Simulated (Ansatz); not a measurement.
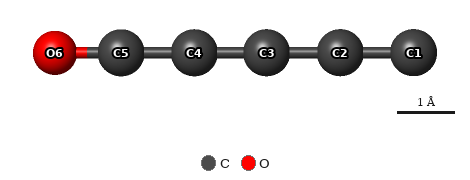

**Figure 1.** The structure of the first run (ball-and-stick view, seen on its broad side; atoms are numbered from 1 in the order of the input). Bond lengths as drawn: C–C 1.28 to 1.31 Å and C–O 1.17 Å.

## C5O: one change and its effect

System: C5O.
Method of the first run: RKS r2SCAN-D4/def2-TZVPP (Ansatz 0.2.0).

Text and figures count atoms from 1; the logs count them from 0 in places.

**The input, the first run**
```yaml
crystal:
  periodic: [false, false, false]
  atoms:
    - { symbol: C, position_ang: [0.0, 0.0, -3.22276885] }
    - { symbol: C, position_ang: [0.0, 0.0, -1.92394258] }
    - { symbol: C, position_ang: [0.0, 0.0, -0.61672723] }
    - { symbol: C, position_ang: [0.0, 0.0, 0.66388745] }
    - { symbol: C, position_ang: [0.0, 0.0, 1.96348211] }
    - { symbol: O, position_ang: [0.0, 0.0, 3.1360791] }
basis:
  gaussian: { orbitals: def2-TZVPP }
hamiltonian:
  xc: r2scan
  dispersion: d4
relax:
  f_tol: 0.002
  max_steps: 150
```

Command:
```bash
ansatz run input.yaml --threads 4 --pin off --max-ram 10240MiB --backend cpu --events-out ev --progress --plain --runs-dir out
```

Hardware: 4 threads of Intel Xeon @ 2.70GHz, 189 GiB of memory available, shared host.

**Output, shortened to warnings, some set-up lines, iterations and results (the first run)**
```
[...]
mean field evaluation 1: about -7217.9913 eV, gradient 5.3e1 eV
mean field evaluation 2: about -7186.7060 eV, gradient 1.1e2 eV
mean field evaluation 4: about -7223.3464 eV, gradient 2.1e1 eV
mean field evaluation 8: about -7224.6252 eV, gradient 7.3e-1 eV
mean field evaluation 16: about -7224.6222 eV, gradient 4.5e-3 eV
relax step   1: F+E_penalty+E_count = -7224.65297457 eV  Δ(F+E_penalty+E_count) = +0.000e0 eV  max|allowed force component| = 1.423e0 eV/Å  Δτ_max = 0.0000 Å  (37 SCF iters, …
relax step   2: F+E_penalty+E_count = -7224.70934018 eV  Δ(F+E_penalty+E_count) = -5.637e-2 eV  max|allowed force component| = 2.829e-1 eV/Å  Δτ_max = 0.0375 Å  (40 SCF …
mean field evaluation 32: about -7224.6828 eV, gradient 9.0e-1 eV
relax step   3: F+E_penalty+E_count = -7224.71058734 eV  Δ(F+E_penalty+E_count) = -1.247e-3 eV  max|allowed force component| = 6.480e-3 eV/Å  Δτ_max = 0.0072 Å  (41 SCF …
relax step   4: F+E_penalty+E_count = -7224.71058876 eV  Δ(F+E_penalty+E_count) = -1.416e-6 eV  max|allowed force component| = 1.557e-3 eV/Å  Δτ_max = 0.0002 Å  (41 SCF …
mean field evaluation 64: about -7224.6960 eV, gradient 2.5e-1 eV
mean field -7224.67958656 eV, -265.5020777424 hartree, gradient 1.6e-5 eV, S^2 0.000000; 1 other end points of the search recorded, 0 dependent functions left out
the calculation of the forces begins
reference -7224.67959641 eV, -265.5020781043 hartree; 19, 19 occupied and 167, 167 virtual orbitals, 1051 factors
Total energy: -7224.71059860 eV, -265.5032174139 hartree
Atom 0 at     0.000000    -0.000000    -3.178266 Å, force    -0.000000    -0.000000     0.000013 eV/Å
Atom 1 at     0.000000     0.000000    -1.898477 Å, force     0.000000     0.000000    -0.000779 eV/Å
Atom 2 at    -0.000000     0.000000    -0.607791 Å, force    -0.000000    -0.000000     0.001557 eV/Å
Atom 3 at    -0.000000     0.000000     0.653746 Å, force    -0.000000    -0.000000    -0.001051 eV/Å
Atom 4 at     0.000000     0.000000     1.936195 Å, force     0.000000     0.000000     0.000284 eV/Å
Atom 5 at     0.000000    -0.000000     3.094602 Å, force    -0.000000    -0.000000    -0.000023 eV/Å
Dipole moment:     0.000000    -0.000000     0.764663 e Å
```

For the second run the input was changed thus:
```diff
-  xc: r2scan
+  xc: { name: B3LYP }
```

How does the second run compare with the first run?

The total energies belong to different methods, so their difference says nothing on which is more stable or more accurate. The functional changes from r2SCAN to B3LYP.

**Output, shortened to warnings, some set-up lines, iterations and results (the second run)**
```
[...]
mean field evaluation 1: about -7222.4383 eV, gradient 5.2e1 eV
mean field evaluation 2: about -7207.6767 eV, gradient 8.5e1 eV
mean field evaluation 4: about -7227.9513 eV, gradient 1.5e1 eV
mean field evaluation 8: about -7228.5663 eV, gradient 3.9e-1 eV
mean field evaluation 16: about -7228.5877 eV, gradient 6.0e-4 eV
relax step   1: F+E_penalty+E_count = -7228.78500460 eV  Δ(F+E_penalty+E_count) = +0.000e0 eV  max|allowed force component| = 1.773e0 eV/Å  Δτ_max = 0.0000 Å  (37 SCF iters, …
relax step   2: F+E_penalty+E_count = -7228.85905658 eV  Δ(F+E_penalty+E_count) = -7.405e-2 eV  max|allowed force component| = 3.556e-1 eV/Å  Δτ_max = 0.0434 Å  (39 SCF …
mean field evaluation 32: about -7228.6610 eV, gradient 1.6e-4 eV
relax step   3: F+E_penalty+E_count = -7228.86075092 eV  Δ(F+E_penalty+E_count) = -1.694e-3 eV  max|allowed force component| = 1.402e-2 eV/Å  Δτ_max = 0.0081 Å  (41 SCF …
relax step   4: F+E_penalty+E_count = -7228.86075448 eV  Δ(F+E_penalty+E_count) = -3.554e-6 eV  max|allowed force component| = 1.288e-3 eV/Å  Δτ_max = 0.0004 Å  (41 SCF …
mean field evaluation 64: about -7228.6610 eV, gradient 8.8e-3 eV
mean field -7228.66097194 eV, -265.6483909566 hartree, gradient 2.0e-5 eV, S^2 0.000000; 1 other end points of the search recorded, 0 dependent functions left out
the calculation of the forces begins
reference -7228.66122923 eV, -265.6484004117 hartree; 19, 19 occupied and 167, 167 virtual orbitals, 1051 factors
Total energy: -7228.86101176 eV, -265.6557422844 hartree
Atom 0 at    -0.000000    -0.000000    -3.171689 Å, force    -0.000000    -0.000000     0.001254 eV/Å
Atom 1 at     0.000000     0.000000    -1.897489 Å, force     0.000000    -0.000000     0.000329 eV/Å
Atom 2 at     0.000000     0.000000    -0.607442 Å, force     0.000000     0.000000    -0.000299 eV/Å
Atom 3 at     0.000000     0.000000     0.651819 Å, force    -0.000000     0.000000    -0.000502 eV/Å
Atom 4 at     0.000000     0.000000     1.935025 Å, force     0.000000    -0.000000     0.000507 eV/Å
Atom 5 at    -0.000000    -0.000000     3.089786 Å, force    -0.000000     0.000000    -0.001288 eV/Å
Dipole moment:     0.000000    -0.000000     0.749192 e Å
```

**The two runs side by side**

```tsv
quantity	the first run	the second run
outcome	converged	converged
total energy (hartree)	−265.503217	−265.655742
largest force (eV/Å)	0.002	0.001
basis functions	186	186
wall time (shared host)	15 s	14 s
```
